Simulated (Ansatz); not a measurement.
**HBrCl (doublet): correlated methods under varied settings at distance Br1–H2 along a hydrogen transfer = 1.746 Å**

What do other methods and options give for HBrCl (doublet) at this geometry, and how long do they take?

Program: Ansatz 0.2.0, Gaussian basis. Level of theory: the settings change from run to run. These are calculated values, not measurements.

11 further runs of the same task are left out: 1 for a mislabelled method, 10 that didn't finish.

## 1. The geometry

The geometry derives from fragments relaxed apart (PBE0/def2-TZVP) and kept rigid, so it is no stationary point. A hydrogen atom is moved between rigid fragments. No spin-orbit coupling is included. The filled d shell of Br may be among the frozen orbitals whatever the setting's name suggests; the logs give the count.

3 atoms, charge 0, spin multiplicity 2.

Atoms are counted from 1 here; the program's logs count them from 0.

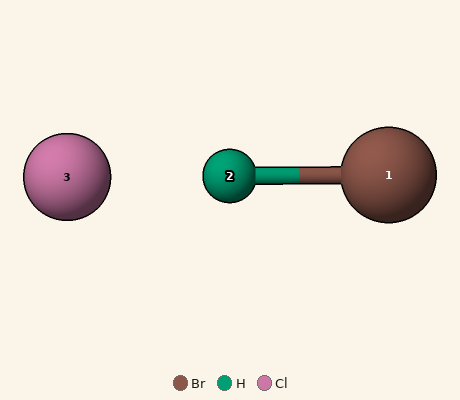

The structure; bromine brown, hydrogen teal, chlorine pink; atoms are numbered from 1 in the order of the file.

## 2. HF/cc-pVDZ

in.yaml reads:

```yaml
crystal:
  periodic: [false, false, false]
  atoms:
    - {symbol: Br, position_ang: [0.000000, 0.000000, -1.759000]}
    - {symbol: H, position_ang: [0.000000, 0.000000, -0.013000]}
    - {symbol: Cl, position_ang: [0.000000, 0.000000, 1.772000]}
basis:
  gaussian: {orbitals: cc-pVDZ}
magnetization: {spin_polarized: true, initial_magnetization: 1}
hamiltonian: {xc: hf}
output: {forces: true, orbitals: {seedname: orbitals}}
```

Started as:

```bash
> ansatz run in.yaml --threads 1 --pin off --events-out ev --progress --plain --max-ram 2393MiB
```

The program printed:

```text
Functional definition: HF
  name "HF"
  cite "Fock, Z. Phys. 61, 126 (1930) doi:10.1007/BF01340294"
  parent pbe
  exchange = exact_x
  correlation = 0
557 factors; integrals over basis functions are off by at most 1.8e-3 eV
mean field evaluation 1: about -82513.8347 eV, gradient 1.3e1 eV
mean field evaluation 2: about -82513.8352 eV, gradient 1.3e1 eV
mean field evaluation 4: about -82515.1818 eV, gradient 1.4e0 eV
mean field evaluation 8: about -82515.2670 eV, gradient 1.0e-2 eV
mean field evaluation 16: about -82515.2253 eV, gradient 9.9e-1 eV
mean field evaluation 32: about -82513.7827 eV, gradient 1.3e1 eV
mean field evaluation 64: about -82515.6681 eV, gradient 5.7e-1 eV
mean field evaluation 96: about -82515.2338 eV, gradient 4.9e-1 eV
mean field -82515.84929610 eV, -3032.4015303801 hartree, gradient 7.1e-6 eV, S^2 0.866985; 4 other end points of the search recorded, 0 dependent functions left out
the calculation of the forces begins
reference -82515.84929610 eV, -3032.4015303801 hartree; 27, 26 occupied and 23, 24 virtual orbitals, 557 factors
Total energy: -82515.84929610 eV, -3032.4015303801 hartree
Atom 0 at     0.000000     0.000000    -1.759000 Å, force    -0.000000     0.000000     2.089251 eV/Å
Atom 1 at     0.000000     0.000000    -0.013000 Å, force    -0.000000     0.000000    -1.328457 eV/Å
Atom 2 at     0.000000     0.000000     1.772000 Å, force     0.000000    -0.000000    -0.760794 eV/Å
Dipole moment:    -0.000000    -0.000000     0.035782 e Å
```

Wall time 2.5 s (1 thread of Intel Xeon Platinum 8488C, shared host).

From the report: ⟨S²⟩ of the determinant 0.867 (pure doublet: 0.75).

## 3. NEVPT4(SD)(3,2)/STO-3G

in.yaml reads:

```yaml
crystal:
  periodic: [false, false, false]
  atoms:
    - {symbol: Br, position_ang: [0.000000, 0.000000, -1.759000]}
    - {symbol: H, position_ang: [0.000000, 0.000000, -0.013000]}
    - {symbol: Cl, position_ang: [0.000000, 0.000000, 1.772000]}
basis:
  gaussian: {orbitals: STO-3G, fitting: {mean_field: def2-universal-jkfit}}
magnetization: {spin_polarized: false, initial_magnetization: 1}
correlation: {method: fic_nevpt4_sd, electrons: all, active_space: {window: {electrons: 3, orbitals: 2}}}
```

Launched as before.

The program printed (excerpt; [...] marks lines left out):

```text
Functional definition: HF
  name "HF"
  cite "Fock, Z. Phys. 61, 126 (1930) doi:10.1007/BF01340294"
  parent pbe
[...]
412 factors; integrals over basis functions are off by at most 1.8e-2 eV
[...]
mean field -81626.53116152 eV, -2999.7196917357 hartree, gradient 8.3e-6 eV, S^2 0.750000; 9 other end points of the search recorded, 0 dependent functions left out
reference -81626.53116152 eV, -2999.7196917357 hartree; 27, 26 occupied and 1, 2 virtual orbitals, 412 factors
state -81626.53116152 eV, -2999.7196917357 hartree
state -81626.53116152 eV, -2999.7196917357 hartree; corrected -81627.62602677 eV, -2999.7599272916 hartree
state -81626.22148988 eV, -2999.7083115129 hartree
state -81626.22148988 eV, -2999.7083115129 hartree; corrected -81626.90595515 eV, -2999.7334651477 hartree
state -81626.53116152 eV, -2999.7196917357 hartree; corrected -81627.62602677 eV, -2999.7599272916 hartree
WARN: 1 active orbitals are nearly empty or full. The corrections depend on them more than the energy does, and are more stable in an active space without them
Total energy: -81627.62602677 eV, -2999.7599272916 hartree
```

It took 5.5 s on 1 thread of Intel Xeon Platinum 8488C, shared host.

From the report: 1 determinant; active occupations 2.00, 1.00. The report marks this result as in doubt.

## 4. CCSD(T) on UHF/6-31G

in.yaml reads:

```yaml
crystal:
  periodic: [false, false, false]
  atoms:
    - {symbol: Br, position_ang: [0.000000, 0.000000, -1.759000]}
    - {symbol: H, position_ang: [0.000000, 0.000000, -0.013000]}
    - {symbol: Cl, position_ang: [0.000000, 0.000000, 1.772000]}
basis:
  gaussian: {orbitals: 6-31G}
magnetization: {spin_polarized: true, initial_magnetization: 1}
correlation: {method: ccsd_t, electrons: valence}
```

Same command.

The program printed (excerpt; [...] marks lines left out):

```text
Functional definition: HF
  name "HF"
  cite "Fock, Z. Phys. 61, 126 (1930) doi:10.1007/BF01340294"
  parent pbe
[...]
431 factors; integrals over basis functions are off by at most 7.8e-4 eV
[...]
mean field -82505.90072954 eV, -3032.0359273025 hartree, gradient 4.3e-6 eV, S^2 0.868233; 10 other end points of the search recorded, 0 dependent functions left out
determinant -82505.90072954 eV, -3032.0359273025 hartree, with singles and doubles -82511.97592502 eV, -3032.2591866183 hartree
determinant -82505.57867456 eV, -3032.0240920004 hartree, with singles and doubles -82511.53825452 eV, -3032.2431025244 hartree
determinant -82505.20692928 eV, -3032.0104306131 hartree, with singles and doubles -82511.31119929 eV, -3032.2347583984 hartree
determinant -82505.90072954 eV, -3032.0359273025 hartree, with singles and doubles -82511.97564147 eV, -3032.2591761982 hartree
determinant -82505.57867456 eV, -3032.0240920004 hartree, with singles and doubles -82511.54964923 eV, -3032.2435212722 hartree
14 core orbitals not correlated: weight in the atoms' cores, before any rotation towards them, 1.000 or more for the frozen orbitals, at most 0.000 for the correlated occupied ones
reference -82505.90072954 eV, -3032.0359273025 hartree; 13, 12 occupied and 17, 18 virtual orbitals, 431 factors
second order -5.70578384 eV of doubles, -0.00000000 eV of singles
cycle   1  -6.07491547 eV  change   -3.5e-6 eV  update   1.9e-6
perturbative correction -0.05608680 eV, -0.0020611519 hartree
Total energy: -82512.03173181 eV, -3032.2612374802 hartree
```

Run time: 5.5 s. Hardware: 1 thread of Intel Xeon Platinum 8488C, shared host.

From the report: ⟨S²⟩ of the determinant 0.868 (pure doublet: 0.75); correlation -6.1310 eV; T1 0.016; largest double amplitude 0.13.

## 5. CISDTQ/STO-3G

in.yaml reads:

```yaml
crystal:
  periodic: [false, false, false]
  atoms:
    - {symbol: Br, position_ang: [0.000000, 0.000000, -1.759000]}
    - {symbol: H, position_ang: [0.000000, 0.000000, -0.013000]}
    - {symbol: Cl, position_ang: [0.000000, 0.000000, 1.772000]}
basis:
  gaussian: {orbitals: STO-3G}
magnetization: {spin_polarized: false, initial_magnetization: 1}
correlation: {active_space: {ras: {orbitals: [7, 1, 1], electrons: 15, max_holes: 4, max_particles: 4}, fixed_orbitals: true}}
```

The command is unchanged.

The program printed:

```text
Functional definition: HF
  name "HF"
  cite "Fock, Z. Phys. 61, 126 (1930) doi:10.1007/BF01340294"
  parent pbe
  exchange = exact_x
  correlation = 0
277 factors; integrals over basis functions are off by at most 1.2e-5 eV
mean field evaluation 1: about -81624.9664 eV, gradient 1.1e1 eV
mean field evaluation 2: about -81624.9776 eV, gradient 1.1e1 eV
mean field evaluation 4: about -81625.6957 eV, gradient 7.5e0 eV
mean field evaluation 8: about -81626.1957 eV, gradient 9.5e-1 eV
mean field evaluation 16: about -81626.2151 eV, gradient 2.1e-6 eV
mean field evaluation 32: about -81626.2506 eV, gradient 3.0e-4 eV
mean field evaluation 64: about -81626.5249 eV, gradient 7.1e-7 eV
mean field evaluation 96: about -81625.8688 eV, gradient 6.1e0 eV
mean field -81626.52491892 eV, -2999.7194623244 hartree, gradient 7.1e-7 eV, S^2 0.750000; 9 other end points of the search recorded, 0 dependent functions left out
reference -81626.52491892 eV, -2999.7194623244 hartree; 27, 26 occupied and 1, 2 virtual orbitals, 277 factors
state -81627.70314590 eV, -2999.7627613674 hartree
Total energy: -81627.70314590 eV, -2999.7627613674 hartree
```

It took 1.3 s on 1 thread of Intel Xeon Platinum 8488C, shared host.

From the report: 100 determinants.

## 6. BCCD on UHF/cc-pVDZ

in.yaml reads:

```yaml
crystal:
  periodic: [false, false, false]
  atoms:
    - {symbol: Br, position_ang: [0.000000, 0.000000, -1.759000]}
    - {symbol: H, position_ang: [0.000000, 0.000000, -0.013000]}
    - {symbol: Cl, position_ang: [0.000000, 0.000000, 1.772000]}
basis:
  gaussian: {orbitals: cc-pVDZ}
magnetization: {spin_polarized: true, initial_magnetization: 1}
correlation: {method: bccd, electrons: outside_noble_gas, diis_vectors: 4}
```

Launched as before.

The program printed (excerpt; [...] marks lines left out):

```text
Functional definition: HF
  name "HF"
  cite "Fock, Z. Phys. 61, 126 (1930) doi:10.1007/BF01340294"
  parent pbe
[...]
557 factors; integrals over basis functions are off by at most 1.8e-3 eV
[...]
mean field -82515.84929610 eV, -3032.4015303801 hartree, gradient 2.6e-6 eV, S^2 0.866985; 10 other end points of the search recorded, 0 dependent functions left out
determinant -82515.84929610 eV, -3032.4015303801 hartree, with singles and doubles -82523.44508175 eV, -3032.6806703541 hartree
determinant -82515.65059399 eV, -3032.3942282123 hartree, with singles and doubles -82523.16248239 eV, -3032.6702850193 hartree
determinant -82515.26698494 eV, -3032.3801308397 hartree, with singles and doubles -82522.86601165 eV, -3032.6593899207 hartree
determinant -82515.84929610 eV, -3032.4015303801 hartree, with singles and doubles -82523.44581107 eV, -3032.6806971561 hartree
determinant -82515.65059399 eV, -3032.3942282123 hartree, with singles and doubles -82523.16777620 eV, -3032.6704795633 hartree
19 core orbitals not correlated: weight in the atoms' cores, before any rotation towards them, 1.000 or more for the frozen orbitals, at most 0.000 for the correlated occupied ones
reference -82515.84929610 eV, -3032.4015303801 hartree; 8, 7 occupied and 23, 24 virtual orbitals, 557 factors
second order -6.60904199 eV of doubles, -0.00000000 eV of singles
cycle   1  -7.59079642 eV  change    5.7e-3 eV  update   8.3e-3
[...]
cycle   9  -7.58845424 eV  change    2.7e-6 eV  update   1.3e-5
Total energy: -82523.43775034 eV, -3032.6804009298 hartree
```

Run time: 7.5 s. Hardware: 1 thread of Intel Xeon Platinum 8488C, shared host.

From the report: ⟨S²⟩ of the determinant 0.867 (pure doublet: 0.75); correlation -7.5885 eV; largest double amplitude 0.11.

## 7. NEVPT2(1,2)/cc-pVDZ

in.yaml reads:

```yaml
crystal:
  periodic: [false, false, false]
  atoms:
    - {symbol: Br, position_ang: [0.000000, 0.000000, -1.759000]}
    - {symbol: H, position_ang: [0.000000, 0.000000, -0.013000]}
    - {symbol: Cl, position_ang: [0.000000, 0.000000, 1.772000]}
basis:
  gaussian: {orbitals: cc-pVDZ}
magnetization: {spin_polarized: false, initial_magnetization: 1}
correlation: {method: sc_nevpt2, electrons: outside_noble_gas, active_space: {window: {electrons: 1, orbitals: 2}}}
accuracy: high
```

Same command.

The program printed (excerpt; [...] marks lines left out):

```text
Functional definition: HF
  name "HF"
  cite "Fock, Z. Phys. 61, 126 (1930) doi:10.1007/BF01340294"
  parent pbe
[...]
927 factors; integrals over basis functions are off by at most 4.6e-9 eV
[...]
mean field -82515.53560141 eV, -3032.3900023130 hartree, gradient 2.4e-8 eV, S^2 0.750000; 10 other end points of the search recorded, 0 dependent functions left out
reference -82515.53560141 eV, -3032.3900023130 hartree; 27, 26 occupied and 23, 24 virtual orbitals, 927 factors
state -82515.53560141 eV, -3032.3900023130 hartree
state -82515.53560141 eV, -3032.3900023130 hartree; corrected -82522.31681079 eV, -3032.6392071613 hartree
state -82515.16379155 eV, -3032.3763385525 hartree
state -82515.16379155 eV, -3032.3763385525 hartree; corrected -82522.06441691 eV, -3032.6299318572 hartree
state -82515.53560141 eV, -3032.3900023130 hartree; corrected -82522.31681079 eV, -3032.6392071613 hartree
state -82515.46765126 eV, -3032.3875051910 hartree
state -82515.46765126 eV, -3032.3875051910 hartree; corrected -82522.48786586 eV, -3032.6454933190 hartree
state -82515.46765126 eV, -3032.3875051910 hartree; corrected -82522.48786586 eV, -3032.6454933190 hartree
WARN: 1 active orbitals are nearly empty or full. The corrections depend on them more than the energy does, and are more stable in an active space without them
WARN: the results are in doubt because another end's mean lies 0.068 eV lower, and its corrected mean 0.171 eV higher
Total energy: -82522.48786586 eV, -3032.6454933190 hartree
In doubt: another end's mean lies 0.068 eV lower, and its corrected mean 0.171 eV higher
```

It took 19 s on 1 thread of Intel Xeon Platinum 8488C, shared host.

From the report: 2 determinants; active occupations 1.00, 0.00. Mind the lines of doubt at the end of the log.

## 8. BCCD on ROHF/cc-pVDZ

in.yaml: that of step 7 with these lines changed.

```diff
@@ -9,3 +9,3 @@
 magnetization: {spin_polarized: false, initial_magnetization: 1}
-correlation: {method: sc_nevpt2, electrons: outside_noble_gas, active_space: {window: {electrons: 1, orbitals: 2}}}
-accuracy: high
+correlation: {method: bccd, electrons: outside_noble_gas}
+output: {forces: true}
```

Launched as before.

The program printed (excerpt; [...] marks lines left out):

```text
Functional definition: HF
  name "HF"
  cite "Fock, Z. Phys. 61, 126 (1930) doi:10.1007/BF01340294"
  parent pbe
[...]
557 factors; integrals over basis functions are off by at most 1.8e-3 eV
[...]
mean field -82515.53556216 eV, -3032.3900008705 hartree, gradient 3.0e-6 eV, S^2 0.750000; 10 other end points of the search recorded, 0 dependent functions left out
[...]
determinant -82515.53556216 eV, -3032.3900008705 hartree, with singles and doubles -82523.16001617 eV, -3032.6701943875 hartree
determinant -82515.46759952 eV, -3032.3875032895 hartree, with singles and doubles -82523.43360424 eV, -3032.6802485636 hartree
determinant -82515.16375196 eV, -3032.3763370978 hartree, with singles and doubles -82522.86215046 eV, -3032.6592480245 hartree
determinant -82515.53556216 eV, -3032.3900008705 hartree, with singles and doubles -82523.16538284 eV, -3032.6703916089 hartree
determinant -82515.46759952 eV, -3032.3875032895 hartree, with singles and doubles -82523.43446633 eV, -3032.6802802448 hartree
19 core orbitals not correlated: weight in the atoms' cores, before any rotation towards them, 1.000 or more for the frozen orbitals, at most 0.000 for the correlated occupied ones
reference -82515.46759952 eV, -3032.3875032895 hartree; 8, 7 occupied and 23, 24 virtual orbitals, 557 factors
second order -6.92719190 eV of doubles, -0.11888666 eV of singles
cycle   1  -7.97962268 eV  change   -1.3e-2 eV  update   1.5e-2
[...]
cycle  18  -7.96956350 eV  change    1.4e-8 eV  update   1.3e-8
[...]
the multipliers restart with 30 DIIS vectors
Total energy: -82523.43716302 eV, -3032.6803793461 hartree
Atom 0 at     0.000000     0.000000    -1.759000 Å, force     0.000000    -0.000000     2.179575 eV/Å
Atom 1 at     0.000000     0.000000    -0.013000 Å, force    -0.000000     0.000000    -1.023984 eV/Å
Atom 2 at     0.000000     0.000000     1.772000 Å, force     0.000000    -0.000000    -1.155591 eV/Å
Dipole moment:    -0.000000     0.000000     0.002582 e Å
```

It took 28 s on 1 thread of Intel Xeon Platinum 8488C, shared host.

From the report: correlation -7.9696 eV; largest double amplitude 0.11.

## 9. The runs in one table

Where basis and cores are those of an earlier UCCSDT(Q)/cc-pVDZ run (-82523.6240 eV), and the state is the same kind, the miss against it is given. † marks a result that the program doubts.

```
                   level         correlated  functions  energy (eV)  from UCCSDT(Q) (meV)   time
              HF/cc-pVDZ                            50  -82515.8493                7774.7  2.5 s
NEVPT4(SD)(3,2)/STO-3G †                all         28  -81627.6260                        5.5 s
    CCSD(T) on UHF/6-31G            valence         44  -82512.0317                        5.5 s
           CISDTQ/STO-3G  outside noble gas         28  -81627.7031                        1.3 s
     BCCD on UHF/cc-pVDZ  outside noble gas         50  -82523.4378                 186.2  7.5 s
   NEVPT2(1,2)/cc-pVDZ †  outside noble gas         50  -82522.4879                1136.1   19 s
    BCCD on ROHF/cc-pVDZ  outside noble gas         50  -82523.4372                 186.8   28 s
```

## 10. What came out

```
quantity                       value
    runs                           7
quickest        CISDTQ/STO-3G, 1.3 s
 slowest  BCCD on ROHF/cc-pVDZ, 28 s
```

In words: Total energies in different bases, with other cores or another treatment of relativity can't be set against each other. BCCD on ROHF/cc-pVDZ took 22 times as long as CISDTQ/STO-3G; the jobs differ in more than the method. Among the correlated runs with a miss given, it spans +186 to +1136 meV. Hartree-Fock, CASSCF and CASCI lack dynamic correlation by design.
